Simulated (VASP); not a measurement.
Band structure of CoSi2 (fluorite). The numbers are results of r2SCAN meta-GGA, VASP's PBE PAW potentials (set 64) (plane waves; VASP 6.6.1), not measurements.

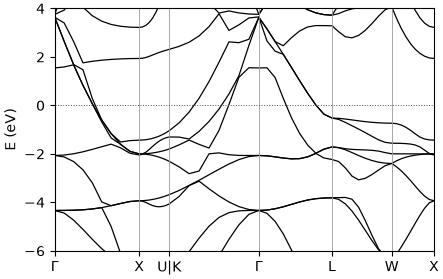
Bands along high-symmetry lines, zero at the valence-band maximum or, without a gap, the Fermi level

### Question
Read the plot: is there a gap, and where are the band edges?

### Answer
It has no gap at this level: it comes out as a metal or semimetal.

The compound is CoSi2 in the fluorite structure. It was relaxed first. The run is not spin-polarised, so no magnetic state was tried. The electron count is odd and the run is not spin-polarised, which forces a metal.
